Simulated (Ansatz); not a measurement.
AlClH···CH$_{4}$ (doublet)

Input file:

```
crystal:
  periodic: [false, false, false]
  atoms:
    - { symbol: Al, position_ang: [0.0, 0.0, 0.0] }
    - { symbol: H, position_ang: [0.0, 0.0, 1.81] }
    - { symbol: H, position_ang: [1.351, 0.0, -0.78] }
    - { symbol: Cl, position_ang: [-1.9312, 0.0, -1.115] }
    - { symbol: C, position_ang: [0.0, 0.0, 3.22] }
    - { symbol: H, position_ang: [-0.5653, -0.8805, 3.5905] }
    - { symbol: H, position_ang: [1.0452, -0.0494, 3.5905] }
    - { symbol: H, position_ang: [-0.4798, 0.9298, 3.5905] }
magnetization:
  spin_polarized: true
  initial_magnetization: 1
basis:
  gaussian: { orbitals: "6-31G*" }
hamiltonian:
  xc: pbe0
  dispersion: d4
relax:
  f_tol: 0.15
  max_steps: 25
  restrain:
    - { distance: [1, 4], at: 1.11, k: 30.0 }
    - { distance: [0, 1], at: 2.76, k: 30.0 }
output:
  orbitals: {}
```

Run with:

```sh
ansatz run input.yaml --threads 1 --pin off --max-ram 2048MiB --backend cpu --events-out ev --progress --plain --runs-dir out
```

The fields are those of the run's last geometry, not of the input's.

These are results of Ansatz 0.2.0, UKS PBE0-D4/6-31G*, not measurements.

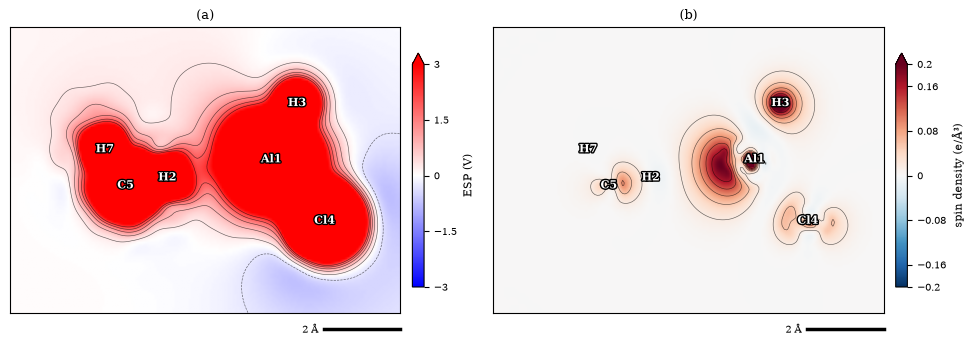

Figure 1. (a) molecular electrostatic potential; (b) spin density (α minus β) on the plane of atoms H2, C5 and H7.

### Interpret the plot.

Atoms in the plane: Al, H, Cl and C.
The unpaired spin (1 electron) lies mostly on Al1 (about 0.7), H3 (about 0.1) and Cl4 (about 0.1), in electrons by Hirshfeld's partition.
Outside the dense part of the complex the potential is most negative (−0.8 V) near Cl4.

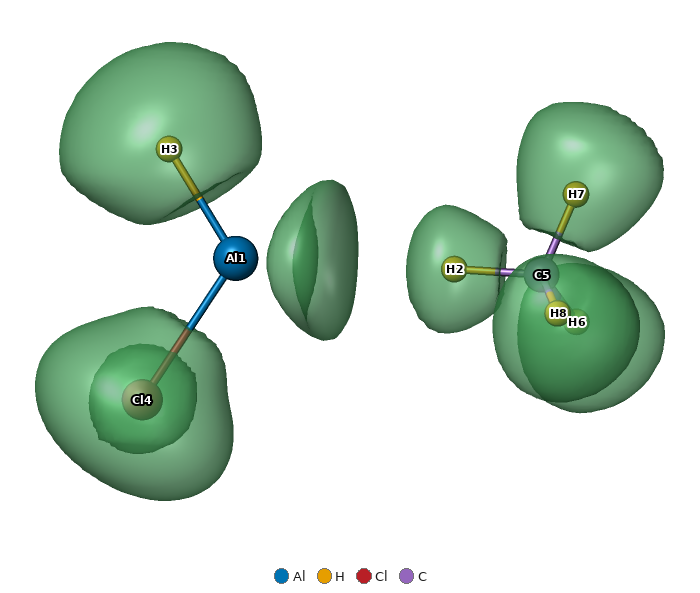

Figure 2. Isosurface of the ELF at 0.75 (green), seen across its widest extent. Core shells and regions of very low density are left out.

### Identify the bonds, lone pairs and shells in this picture.

At this value the surface marks out five regions around hydrogen nuclei, one region on Cl in which the atom's valence shell and bonds are merged and one lobe on Al, pointing away from the bonds (non-bonding electrons). Profiles from the grid: Al1···H2 (2.76 Å): the ELF dips to about 0.10 between them. Al–Cl (2.13 Å): the ELF peaks at about 0.85 in the valence shell of Cl, 0.9 Å from its nucleus, and is about 0.80 at the midpoint.

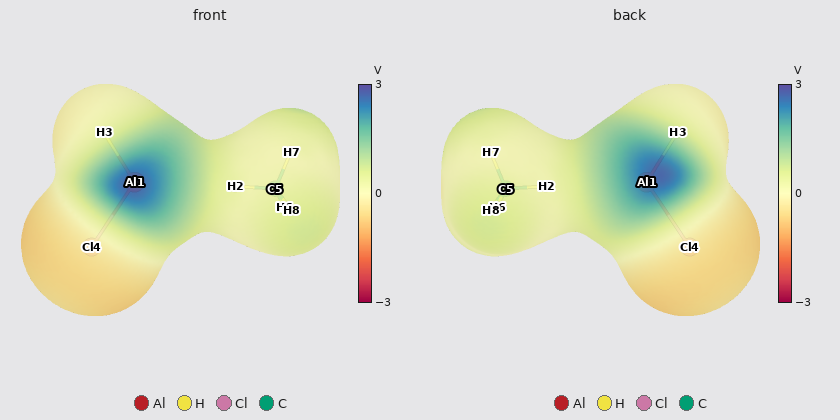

Figure 3. The electrostatic potential painted on the density surface at 0.002 e/bohr³, seen from the front and from behind; the colour scale runs from red (negative) to blue (positive).

### Describe the electrostatic potential map.

The most negative region (about −0.7 V, or −16 kcal/mol for a unit charge) lies over Cl4, the most positive (about +2.7 V, or +62 kcal/mol for a unit charge) over Al1.
